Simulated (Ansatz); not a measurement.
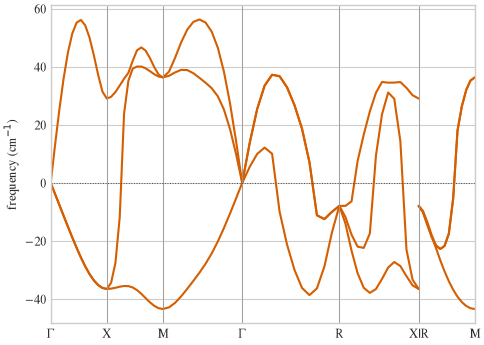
Figure. Phonon dispersion of La (simple cubic, Pm-3m), PBE (plane waves, PAW; program Ansatz); imaginary frequencies are drawn negative

### Question
Is this phase dynamically stable?

### Answer
No: a branch reaches about 43i cm⁻¹ at M.

### Question
How high does the spectrum reach?

### Answer
About 56 cm⁻¹ (1.7 THz).

The cell is a constructed one: a structure type filled with these elements; neither database checked (COD, Materials Project) lists it. It is not the phase usual at ambient conditions (space group No. 194). Symmetry was held in the PBE relaxation. As this level gives no gap, phonon frequencies hold no LO–TO term and depend on the k-mesh and smearing (Fermi–Dirac, 0.1 eV here). Scalar-relativistic: spin–orbit coupling is off unless named, which matters more the heavier the elements.

Potentials: the later of the program's two PAW sets.
